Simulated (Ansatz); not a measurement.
# Geometry relaxation, with input and output: Al2BH5O

The run: geometry relaxation of Al2BH5O. Method and program: RKS PBE0-D4/def2-TZVP (Ansatz 0.2.0).

Figures and captions count atoms from 1; the log counts them from 0 in places.

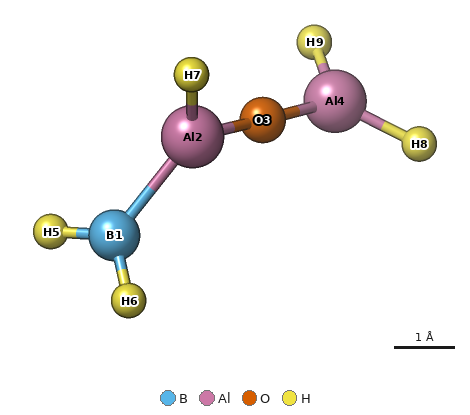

Figure 1. The structure as given in the input (ball-and-stick view, seen at a tilt; atoms are numbered from 1 in the order of the input). Sticks mark near contacts. Bond lengths as drawn: Al–B 2.13 Å, Al–H 1.60 to 1.61 Å, Al–O 1.72 to 1.73 Å and B–H 1.22 Å.

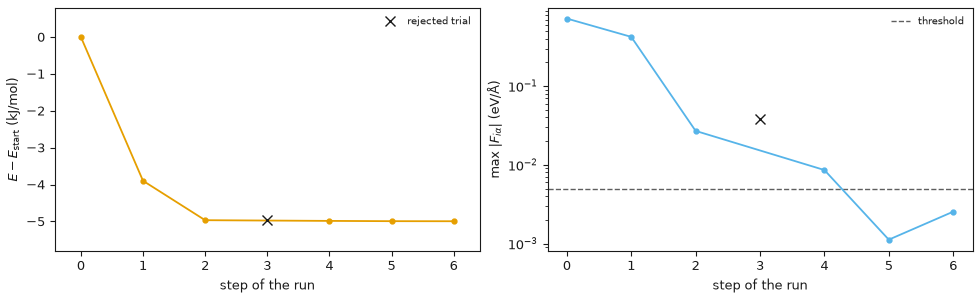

Figure 2. Progress of the relaxation, step by step (the first geometry is step 0 here and step 1 in the log).

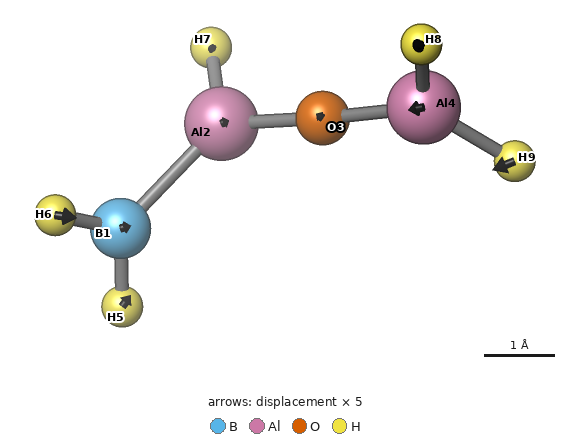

Figure 3. The starting structure with the displacements as black arrows, magnified 5 times (ball-and-stick view, seen at a tilt). The two geometries are laid on each other by the best rigid fit. The largest move after the best rigid fit is that of H9, 0.070 Å. By element the largest moves are H 0.070 Å, Al 0.049 Å, B 0.033 Å, O 0.023 Å. Among the contacts that change: Al2–O3 1.725 → 1.689 Å, O3–Al4 1.716 → 1.680 Å, B1–H5 1.222 → 1.200 Å, Al2–H7 1.607 → 1.592 Å. Over 6 geometry steps the energy falls by 5.00 kJ/mol. The largest force component goes from 0.72 to 0.0025 eV/Å. The line search rejected the trial step at point 3 (counted from 0) and went back. (Atoms are counted from 1 in the order of the input.)

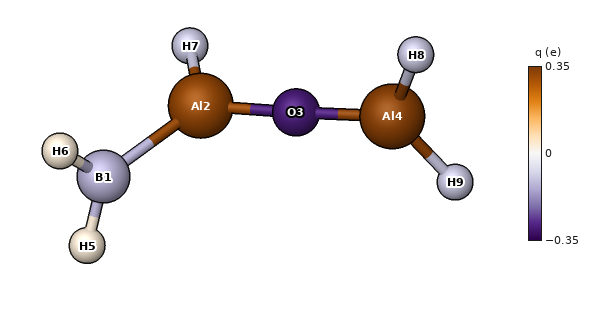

Figure 4. Mulliken charges, as the colour of each atom (ball-and-stick view, seen at a tilt; atoms are numbered from 1 in the order of the input). By element: B −0.13, Al +0.32 to +0.33, O −0.30 and H −0.10 to +0.03 e.

The input and output of the run follow.

**The input**
```yaml
crystal:
  periodic: [false, false, false]
  atoms:
    - {symbol: B, position_ang: [-0.655404, 1.692702, 1.432051]}
    - {symbol: Al, position_ang: [0.905768, 0.356484, 0.881025]}
    - {symbol: O, position_ang: [0.532203, -0.999454, -0.118385]}
    - {symbol: Al, position_ang: [0.223202, -2.384600, -1.082434]}
    - {symbol: H, position_ang: [-0.971917, 2.660311, 0.756237]}
    - {symbol: H, position_ang: [-1.302415, 1.566713, 2.461335]}
    - {symbol: H, position_ang: [2.441825, 0.514264, 1.324868]}
    - {symbol: H, position_ang: [-0.220086, -3.731896, -0.349340]}
    - {symbol: H, position_ang: [0.387516, -2.253787, -2.664584]}
basis:
  gaussian: {orbitals: def2-TZVP}
hamiltonian: {xc: pbe0, dispersion: d4}
relax: {f_tol: 0.005, max_steps: 200}
```

Launch command:
```bash
ansatz run in.yaml --threads 2 --pin off --events-out ev --progress --plain --max-ram 4352MiB
```

**Log**
```
Functional definition: PBE0
  name "PBE0"
  cite "Adamo & Barone, J. Chem. Phys. 110, 6158 (1999) doi:10.1063/1.478522"
  cite "Perdew, Burke & Ernzerhof, Phys. Rev. Lett. 77, 3865 (1996) doi:10.1103/PhysRevLett.77.3865"
  parent pbe
  parameter a = 0.25
  parameter kappa = 0.804
  parameter beta = 0.06672455060314922
  exchange = (1 - a)*pbe_x(kappa = kappa, mu = beta*pi^2/3) + a*exact_x
  correlation = pbe_c(beta = beta)
1098 factors; their error is unknown
mean field evaluation 1: about -15984.0218 eV, gradient 6.5e1 eV
mean field evaluation 2: about -15943.6982 eV, gradient 1.5e2 eV
mean field evaluation 4: about -15991.3847 eV, gradient 5.1e0 eV
mean field evaluation 8: about -15991.4672 eV, gradient 4.0e-2 eV
mean field evaluation 16: about -15991.4926 eV, gradient 5.4e-5 eV
mean field -15991.49255280 eV, -587.6765118926 hartree, gradient 5.4e-5 eV, S^2 0.000000; 0 other end points of the search recorded, 0 dependent functions left out
the calculation of the forces begins
reference -15991.49259707 eV, -587.6765135191 hartree; 22, 22 occupied and 144, 144 virtual orbitals, 1098 factors
relax step   1: F+E_penalty+E_count = -15991.61976927 eV  Δ(F+E_penalty+E_count) = +0.000e0 eV  max|allowed force component| = 7.202e-1 eV/Å  Δτ_max = 0.0000 Å  (25 SCF iters, accepted)
these checks for a lower state are left out or cut short: starts, cluster_reference, orbital_swaps, neighbouring_geometries, increment
1098 factors; their error is unknown
mean field -15991.53205896 eV, -587.6779637170 hartree, gradient 2.0e-5 eV, S^2 0.000000; 0 other end points of the search recorded, 0 dependent functions left out
the calculation of the forces begins
reference -15991.53210317 eV, -587.6779653417 hartree; 22, 22 occupied and 144, 144 virtual orbitals, 1098 factors
relax step   2: F+E_penalty+E_count = -15991.66018235 eV  Δ(F+E_penalty+E_count) = -4.041e-2 eV  max|allowed force component| = 4.216e-1 eV/Å  Δτ_max = 0.0313 Å  (30 SCF iters, accepted)
these checks for a lower state are left out or cut short: starts, cluster_reference, orbital_swaps, neighbouring_geometries, increment
1098 factors; their error is unknown
mean field -15991.54229203 eV, -587.6783397753 hartree, gradient 2.0e-5 eV, S^2 0.000000; 0 other end points of the search recorded, 0 dependent functions left out
the calculation of the forces begins
reference -15991.54233615 eV, -587.6783413968 hartree; 22, 22 occupied and 144, 144 virtual orbitals, 1098 factors
relax step   3: F+E_penalty+E_count = -15991.67125593 eV  Δ(F+E_penalty+E_count) = -1.107e-2 eV  max|allowed force component| = 2.697e-2 eV/Å  Δτ_max = 0.0261 Å  (29 SCF iters, accepted)
these checks for a lower state are left out or cut short: starts, cluster_reference, orbital_swaps, neighbouring_geometries, increment
1098 factors; their error is unknown
mean field evaluation 32: about -15991.5164 eV, gradient 8.9e-4 eV
mean field -15991.54234709 eV, -587.6783417987 hartree, gradient 1.8e-5 eV, S^2 0.000000; 0 other end points of the search recorded, 0 dependent functions left out
the calculation of the forces begins
reference -15991.54239123 eV, -587.6783434211 hartree; 22, 22 occupied and 144, 144 virtual orbitals, 1098 factors
relax step   4: F+E_penalty+E_count = -15991.67123051 eV  Δ(F+E_penalty+E_count) = +2.543e-5 eV  max|allowed force component| = 3.786e-2 eV/Å  Δτ_max = 0.0096 Å  (30 SCF iters, rejected (line search))
these checks for a lower state are left out or cut short: starts, cluster_reference, orbital_swaps, neighbouring_geometries, increment
1098 factors; their error is unknown
mean field -15991.54254632 eV, -587.6783491205 hartree, gradient 1.7e-5 eV, S^2 0.000000; 0 other end points of the search recorded, 0 dependent functions left out
the calculation of the forces begins
reference -15991.54259046 eV, -587.6783507424 hartree; 22, 22 occupied and 144, 144 virtual orbitals, 1098 factors
relax step   5: F+E_penalty+E_count = -15991.67145377 eV  Δ(F+E_penalty+E_count) = -1.978e-4 eV  max|allowed force component| = 8.587e-3 eV/Å  Δτ_max = 0.0048 Å  (23 SCF iters, accepted)
these checks for a lower state are left out or cut short: starts, cluster_reference, orbital_swaps, neighbouring_geometries, increment
1098 factors; their error is unknown
mean field -15991.54263777 eV, -587.6783524811 hartree, gradient 1.8e-5 eV, S^2 0.000000; 0 other end points of the search recorded, 0 dependent functions left out
the calculation of the forces begins
reference -15991.54268191 eV, -587.6783541031 hartree; 22, 22 occupied and 144, 144 virtual orbitals, 1098 factors
relax step   6: F+E_penalty+E_count = -15991.67152910 eV  Δ(F+E_penalty+E_count) = -7.533e-5 eV  max|allowed force component| = 1.121e-3 eV/Å  Δτ_max = 0.0104 Å  (30 SCF iters, accepted)
these checks for a lower state are left out or cut short: starts, cluster_reference, orbital_swaps, neighbouring_geometries, increment
1098 factors; their error is unknown
mean field -15991.54266023 eV, -587.6783533064 hartree, gradient 1.8e-5 eV, S^2 0.000000; 0 other end points of the search recorded, 0 dependent functions left out
the calculation of the forces begins
reference -15991.54270436 eV, -587.6783549283 hartree; 22, 22 occupied and 144, 144 virtual orbitals, 1098 factors
relax step   7: F+E_penalty+E_count = -15991.67154865 eV  Δ(F+E_penalty+E_count) = -1.955e-5 eV  max|allowed force component| = 2.541e-3 eV/Å  Δτ_max = 0.0097 Å  (30 SCF iters, accepted)
1098 factors; their error is unknown
mean field evaluation 64: about -15991.5153 eV, gradient 6.9e-1 eV
mean field -15991.54266023 eV, -587.6783533064 hartree, gradient 2.3e-5 eV, S^2 0.000000; 1 other end points of the search recorded, 0 dependent functions left out
the calculation of the forces begins
reference -15991.54270436 eV, -587.6783549283 hartree; 22, 22 occupied and 144, 144 virtual orbitals, 1098 factors
Total energy: -15991.67159279 eV, -587.6830914907 hartree
Atom 0 at    -0.650274     1.668076     1.411425 Å, force    -0.002353    -0.000239    -0.001810 eV/Å
Atom 1 at     0.911032     0.335391     0.867964 Å, force    -0.000272    -0.002541     0.001597 eV/Å
Atom 2 at     0.533365    -0.999899    -0.095294 Å, force     0.000380     0.001252    -0.000439 eV/Å
Atom 3 at     0.221516    -2.346175    -1.051521 Å, force     0.000595     0.000511     0.000577 eV/Å
Atom 4 at    -0.948646     2.626161     0.752941 Å, force     0.000623    -0.000311     0.000715 eV/Å
Atom 5 at    -1.306678     1.530075     2.406789 Å, force     0.001494     0.000664    -0.000555 eV/Å
Atom 6 at     2.430017     0.508187     1.312850 Å, force    -0.000322    -0.000339    -0.000609 eV/Å
Atom 7 at    -0.207085    -3.694684    -0.342035 Å, force     0.000757     0.000757    -0.000438 eV/Å
Atom 8 at     0.357445    -2.206397    -2.622346 Å, force    -0.000901     0.000246     0.000962 eV/Å
Dipole moment:    -0.056712     0.062840     0.028469 e Å
```

**Trajectory as extended XYZ (Å, eV, eV/Å), 7 frames, from step=1 to step=7**
```
9
Properties=species:S:1:pos:R:3:forces:R:3 step=1 energy=-15991.61977
B    -0.6554    1.6927    1.4321   -0.3291   0.2870   0.1313
Al    0.9058    0.3565    0.8810   -0.0237  -0.7202  -0.5113
O     0.5322   -0.9995   -0.1184   -0.0070  -0.0274   0.0181
Al    0.2232   -2.3846   -1.0824    0.1568   0.6601   0.4607
H    -0.9719    2.6603    0.7562    0.1224  -0.3839   0.2669
H    -1.3024    1.5667    2.4613    0.2502   0.0497  -0.4152
H     2.4418    0.5143    1.3249   -0.1948  -0.0014  -0.0398
H    -0.2201   -3.7319   -0.3493    0.0519   0.1619  -0.0991
H     0.3875   -2.2538   -2.6646   -0.0267  -0.0259   0.1883
9
Properties=species:S:1:pos:R:3:forces:R:3 step=2 energy=-15991.66018
B    -0.6505    1.6780    1.4240   -0.1186   0.0944   0.0361
Al    0.9097    0.3485    0.8728   -0.0894  -0.4201  -0.2989
O     0.5309   -0.9933   -0.1144    0.0062  -0.0127   0.0146
Al    0.2207   -2.3641   -1.0689    0.1087   0.4216   0.2896
H    -0.9653    2.6318    0.7561    0.0399  -0.1064   0.0737
H    -1.2951    1.5505    2.4356    0.0773   0.0083  -0.1172
H     2.4294    0.5122    1.3217   -0.0180   0.0013  -0.0061
H    -0.2196   -3.7029   -0.3465    0.0016   0.0161  -0.0088
H     0.3806   -2.2399   -2.6395   -0.0077  -0.0026   0.0170
9
Properties=species:S:1:pos:R:3:forces:R:3 step=3 energy=-15991.67126
B    -0.6533    1.6644    1.4129    0.0270   0.0175   0.0205
Al    0.9088    0.3348    0.8672   -0.0008   0.0184  -0.0096
O     0.5313   -0.9899   -0.1088    0.0058  -0.0099   0.0061
Al    0.2249   -2.3436   -1.0545   -0.0167  -0.0112  -0.0127
H    -0.9610    2.6170    0.7514   -0.0075  -0.0021  -0.0078
H    -1.2925    1.5354    2.4200   -0.0179  -0.0049   0.0014
H     2.4278    0.5021    1.3122    0.0038   0.0030   0.0078
H    -0.2206   -3.6806   -0.3347    0.0032  -0.0082  -0.0009
H     0.3752   -2.2190   -2.6248    0.0031  -0.0027  -0.0047
9
Properties=species:S:1:pos:R:3:forces:R:3 step=4 energy=-15991.67123 accepted=F
B    -0.6473    1.6697    1.4183   -0.0379  -0.0303  -0.0297
Al    0.9101    0.3368    0.8645    0.0126   0.0141   0.0177
O     0.5308   -0.9898   -0.1096   -0.0022   0.0040   0.0092
Al    0.2217   -2.3440   -1.0548    0.0028  -0.0079  -0.0092
H    -0.9619    2.6164    0.7513    0.0121   0.0140   0.0095
H    -1.2973    1.5332    2.4181    0.0133   0.0085   0.0072
H     2.4284    0.5031    1.3141    0.0032  -0.0034  -0.0048
H    -0.2193   -3.6834   -0.3358   -0.0009   0.0006   0.0000
H     0.3753   -2.2213   -2.6253   -0.0030   0.0004   0.0001
9
Properties=species:S:1:pos:R:3:forces:R:3 step=5 energy=-15991.67145
B    -0.6516    1.6666    1.4144    0.0086   0.0034   0.0044
Al    0.9098    0.3359    0.8662   -0.0030   0.0066  -0.0033
O     0.5315   -0.9914   -0.1072    0.0029  -0.0045   0.0048
Al    0.2232   -2.3445   -1.0545   -0.0045  -0.0020  -0.0040
H    -0.9590    2.6194    0.7526   -0.0012   0.0004  -0.0018
H    -1.2965    1.5341    2.4177   -0.0051  -0.0019   0.0001
H     2.4286    0.5036    1.3128    0.0011   0.0011   0.0019
H    -0.2182   -3.6841   -0.3363    0.0012  -0.0029  -0.0006
H     0.3730   -2.2189   -2.6250    0.0000  -0.0004  -0.0014
9
Properties=species:S:1:pos:R:3:forces:R:3 step=6 energy=-15991.67153
B    -0.6507    1.6676    1.4131    0.0004   0.0003  -0.0003
Al    0.9105    0.3358    0.8671   -0.0007  -0.0002  -0.0006
O     0.5325   -0.9961   -0.1005    0.0007  -0.0009   0.0011
Al    0.2221   -2.3454   -1.0529   -0.0004  -0.0001  -0.0001
H    -0.9533    2.6233    0.7531    0.0005   0.0003   0.0001
H    -1.3026    1.5317    2.4117   -0.0001  -0.0002  -0.0004
H     2.4296    0.5062    1.3124   -0.0002   0.0005   0.0003
H    -0.2124   -3.6899   -0.3396    0.0006  -0.0005  -0.0004
H     0.3649   -2.2125   -2.6236   -0.0007   0.0008   0.0003
9
Properties=species:S:1:pos:R:3:forces:R:3 step=7 energy=-15991.67155
B    -0.6503    1.6681    1.4114   -0.0024  -0.0002  -0.0018
Al    0.9110    0.3354    0.8680   -0.0003  -0.0025   0.0016
O     0.5334   -0.9999   -0.0953    0.0004   0.0013  -0.0004
Al    0.2215   -2.3462   -1.0515    0.0006   0.0005   0.0006
H    -0.9486    2.6262    0.7529    0.0006  -0.0003   0.0007
H    -1.3067    1.5301    2.4068    0.0015   0.0007  -0.0006
H     2.4300    0.5082    1.3129   -0.0003  -0.0003  -0.0006
H    -0.2071   -3.6947   -0.3420    0.0008   0.0008  -0.0004
H     0.3574   -2.2064   -2.6223   -0.0009   0.0002   0.0010
```

**Summary**

- outcome: converged
- total energy: −15991.6716 eV
- mean-field energy: −15991.5427 eV
- dispersion energy: −0.1289 eV
- SCF solution under orbital rotations: stable
- largest force (length of the vector) at the end: 0.003 eV/Å
- dipole moment: 0.43 D
- hardware: 2 threads of Arm Neoverse V2, 23 GiB of memory available, shared host
- wall time: 24 s (CPU time 45 s)
- peak memory: 0.35 GiB
